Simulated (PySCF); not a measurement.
# Two runs on H₂O₂

System: H₂O₂.
Method of run 1: RKS PBE-D4/def2-TZVPP, density fitting (PySCF 2.14.0).

The geometry comes from this level: PBE0-D4/def2-TZVP. Text and figures count atoms from 1; the logs count them from 0 in places.

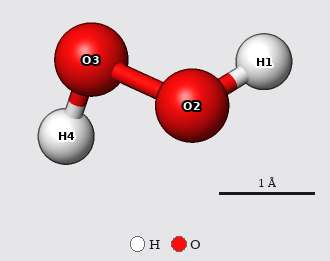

**Figure 1.** The structure as given in the input (ball-and-stick view, seen at a tilt; atoms are numbered from 1 in the order of the input). Bond lengths as drawn: H–O 0.96 Å and O–O 1.43 Å.

## Input, run 1
```python
import json, numpy as np
from pyscf import gto, scf, dft, mp, cc
EV, BOHR = 27.211386245988, 0.529177210903
mol = gto.M(atom="""
H -0.359704 -0.422536 0.228551
O -0.627429 0.092585 -0.541904
O 0.190876 1.250745 -0.394165
H 0.764320 1.171713 -1.166026
""", basis="def2-tzvpp", charge=0, spin=0, max_memory=7225, verbose=0)
def mean_field(mol, dm=None):
    mf = dft.RKS(mol, xc="pbe").density_fit()
    mf.conv_tol = 1e-9; mf.grids.level = 4
    mf.kernel(dm0=dm)
    if not mf.converged: mf = mf.newton().run(mf.mo_coeff, mf.mo_occ)
    assert mf.converged
    return mf
def d4(mol):
    from pyscf.dispersion.dftd4 import DFTD4Dispersion
    real = gto.M(atom=[(mol.atom_pure_symbol(i), mol.atom_coord(i)) for i in range(4)], unit='B', charge=mol.charge, spin=None, basis='def2-svp', verbose=0)
    r = DFTD4Dispersion(real, xc="pbe", atm=True).get_dispersion(grad=True); return r["energy"], r["gradient"]
def energy_and_gradient(mol, dm=None):
    mf = mean_field(mol, dm); e, g = d4(mol)
    return mf, (mf.e_tot + e) * EV, (mf.nuc_grad_method().kernel()[:4] + g) * EV / BOHR
out = {}
mf = mean_field(mol); e = d4(mol)[0]
out.update(energy=(mf.e_tot + e) * EV, converged=True, dispersion=e * EV)
out['s2'] = mf.spin_square()[0]; out['nelec'] = mol.nelec
print(f"Total energy {out['energy']:.6f} eV, <S^2> {out['s2']:.4f}")
json.dump(out, open("out.json", "w"), default=float)
```

Command:
```bash
OMP_NUM_THREADS=4 python run.py
```

Hardware: 4 threads of Oxide Virtual Turin-like, 27 GiB of memory available, shared host.

## Output (run 1)
```
Total energy -4121.637110 eV, <S^2> 0.0000
```

For run 2 the input was changed thus:
```diff
-    mf = dft.RKS(mol, xc="pbe").density_fit()
+    mf = dft.RKS(mol, xc="pbe0").density_fit()
-    r = DFTD4Dispersion(real, xc="pbe", atm=True).get_dispersion(grad=True); return r["energy"], r["gradient"]
+    r = DFTD4Dispersion(real, xc="pbe0", atm=True).get_dispersion(grad=True); return r["energy"], r["gradient"]
```

Predict how the results change.

The total energies belong to different models, so their difference says nothing on which is more stable or more accurate. The functional changes from PBE to PBE0.

## Output (run 2)
```
Total energy -4121.398200 eV, <S^2> 0.0000
```

## The two runs side by side

| quantity | run 1 | run 2 |
| --- | --- | --- |
| outcome | converged | converged |
| total energy (hartree) | −151.467370 | −151.458590 |
| basis functions | 90 | 90 |
| wall time (shared host) | 2.9 s | 2.6 s |
